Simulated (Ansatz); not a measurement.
# CH5AlOSi (SMILES [CH2]1O[SiH2][AlH]1): MP2/def2-SVP

Aim: the vertical singlet–triplet gap of CH5AlOSi at MP2/def2-SVP, from 2 runs. 

Program for the calculation: Ansatz 0.2.0.

118 further runs of the same task are left out: 1 that didn't finish, 117 set aside as unsound or not needed.

## 1. The structure to begin with

CH5AlOSi: 9 atoms, total charge 0, spin state singlet. SMILES: `[CH2]1O[SiH2][AlH]1`. The coordinates come from a PBE0-D4/def2-TZVP relaxation.

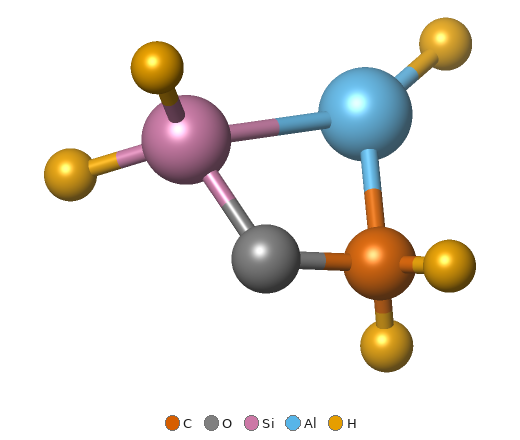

Viewed from a chosen angle; carbon orange, oxygen grey, silicon pink, aluminium blue, hydrogen amber.

## 2. The energy at MP2/def2-SVP

run.yaml reads:

```yaml
crystal:
  periodic: [false, false, false]
  atoms:
    - {symbol: C, position_ang: [-0.309900, 1.022500, -0.653500]}
    - {symbol: O, position_ang: [0.621100, -0.021300, -1.022900]}
    - {symbol: Si, position_ang: [0.767800, -1.223900, 0.135800]}
    - {symbol: Al, position_ang: [-0.858800, 0.279300, 1.121100]}
    - {symbol: H, position_ang: [-1.090200, 1.097600, -1.420100]}
    - {symbol: H, position_ang: [0.213300, 1.986000, -0.643000]}
    - {symbol: H, position_ang: [2.177700, -1.338300, 0.615000]}
    - {symbol: H, position_ang: [0.422400, -2.560600, -0.433300]}
    - {symbol: H, position_ang: [-1.855100, 0.712400, 2.283700]}
basis:
  gaussian:
    orbitals: def2-SVP
correlation:
  method: mp2
  frozen_orbitals: {Al: 5, C: 1, H: 0, O: 1, Si: 5}
accuracy: high
```

Launch:

```console
ansatz run run.yaml --threads 1 --pin off --max-ram 3480MiB --events-out events.jsonl --progress --plain --runs-dir runs
```

What it wrote:

```text
Warning: RAYON_NUM_THREADS=1 ignored (pool sized by the plan → 1); use --threads N
Functional definition: HF
  name "HF"
  exchange = exact_x
  correlation = 0
1975 factors; integrals over basis functions are off by at most 3.9e-9 eV
mean field evaluation 1: about -17581.4067 eV, gradient 3.1e1 eV
mean field evaluation 2: about -17581.4141 eV, gradient 3.1e1 eV
mean field evaluation 4: about -17584.0777 eV, gradient 3.6e0 eV
mean field evaluation 8: about -17584.1274 eV, gradient 3.1e-4 eV
mean field -17584.12736011 eV, -646.2047615346 hartree, gradient 2.1e-8 eV, S^2 0.000000; 0 other end points of the search recorded, 0 dependent functions left out
12 core orbitals not correlated: weight in the atoms' cores, before any rotation towards them, 1.000 or more for the frozen orbitals, at most 0.000 for the correlated occupied ones
reference -17584.12736011 eV, -646.2047615346 hartree; 11, 11 occupied and 66, 66 virtual orbitals, 1975 factors
second order -12.94499552 eV of doubles, -0.00000000 eV of singles
Total energy: -17597.07235563 eV, -646.6804813455 hartree
```

Run time: 2.2 s. Hardware: 1 thread of Intel Xeon 6975P-C (Granite Rapids), shared host; peak memory 0.26 GiB.

## 3. The triplet

in.yaml reads:

```yaml
crystal:
  periodic: [false, false, false]
  atoms:
    - symbol: C
      position_ang: [-0.309900, 1.022500, -0.653500]
    - symbol: O
      position_ang: [0.621100, -0.021300, -1.022900]
    - symbol: Si
      position_ang: [0.767800, -1.223900, 0.135800]
    - symbol: Al
      position_ang: [-0.858800, 0.279300, 1.121100]
    - symbol: H
      position_ang: [-1.090200, 1.097600, -1.420100]
    - symbol: H
      position_ang: [0.213300, 1.986000, -0.643000]
    - symbol: H
      position_ang: [2.177700, -1.338300, 0.615000]
    - symbol: H
      position_ang: [0.422400, -2.560600, -0.433300]
    - symbol: H
      position_ang: [-1.855100, 0.712400, 2.283700]
basis:
  gaussian:
    orbitals: def2-SVP
magnetization:
  spin_polarized: true
  initial_magnetization: 2
correlation:
  method: mp2
  frozen_orbitals: {Al: 5, C: 1, H: 0, O: 1, Si: 5}
accuracy: high
```

Launch:

```console
ansatz run in.yaml --threads 1 --pin off --max-ram 3480MiB --events-out events.jsonl --progress --plain --runs-dir runs
```

What it wrote, shortened:

```text
Warning: RAYON_NUM_THREADS=1 ignored (pool sized by the plan → 1); use --threads N
[... 2 set-up lines as earlier in the session ...]
[...]
1976 factors; integrals over basis functions are off by at most 3.8e-9 eV
[...]
mean field -17581.09730343 eV, -646.0934090054 hartree, gradient 2.2e-8 eV, S^2 2.010591; 5 other end points of the search recorded, 0 dependent functions left out
12 core orbitals not correlated: weight in the atoms' cores, before any rotation towards them, 1.000 or more for the frozen orbitals, at most 0.000 for the correlated occupied ones
reference -17581.09730343 eV, -646.0934090054 hartree; 12, 10 occupied and 65, 67 virtual orbitals, 1976 factors
second order -12.68720955 eV of doubles, -0.00000000 eV of singles
Total energy: -17593.78451298 eV, -646.5596553566 hartree
```

Run time: 5.7 s. Hardware: 1 thread of Intel Xeon 6975P-C (Granite Rapids), shared host; peak memory 0.33 GiB.

## 4. Outcome

At MP2/def2-SVP, 12 core orbitals frozen:

| quantity | value |
| --- | --- |
| singlet: total energy | -646.68048 Eh |
| singlet: correlation energy (12 core orbitals frozen) | -475.7 mEh |
| triplet: total energy | -646.55966 Eh |
| triplet: correlation energy (12 core orbitals frozen) | -466.2 mEh |
| triplet: ⟨S²⟩ of the reference determinant | 2.011 |
| vertical energy of the triplet above the singlet | 3.288 eV |

**Reading.** At this shape the triplet lies 3.29 eV (76 kcal/mol) above the singlet.
